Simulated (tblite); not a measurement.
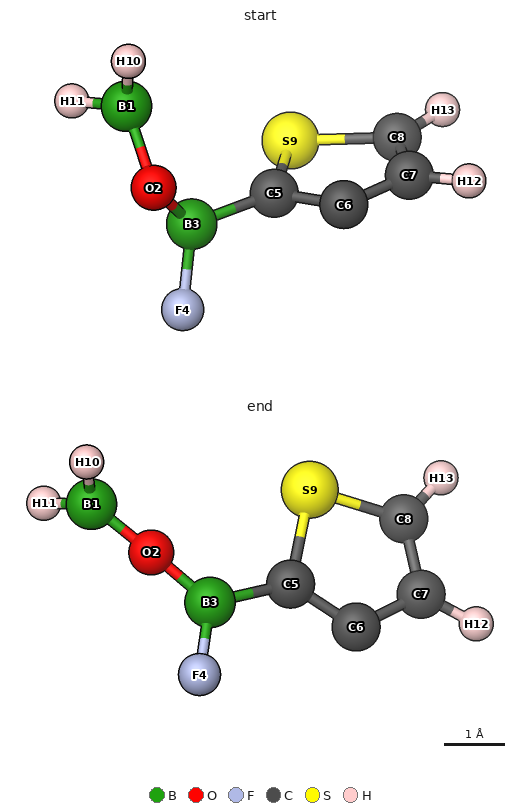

The structure of C₄H₄B₂FOS (multiplicity 2) before (top) and after (bottom) a relaxation, at one scale.

A ball-and-stick model, seen at a tilt.

Theory: GFN2-xTB geometry optimisation, gas phase (tblite 0.8.0). 

> What changed between the two?

The energy falls by 2.314 eV in 121 geometry steps. The largest move after the best rigid fit is that of H12, 1.49 Å. Largest moves by element: H 1.49 Å, S 1.36 Å, F 1.24 Å, C 0.77 Å, O 0.77 Å, B 0.64 Å. Among the contacts that change: B1–O2 1.486 → 1.303 Å, O2–B3 1.459 → 1.306 Å, C8–S9 1.852 → 1.724 Å, B3–F4 1.457 → 1.347 Å. Bond angles that change, for instance: B1–O2–B3 111.0° → 178.3°, B3–C5–C6 122.9° → 132.4°, F4–B3–C5 112.9° → 118.3°.
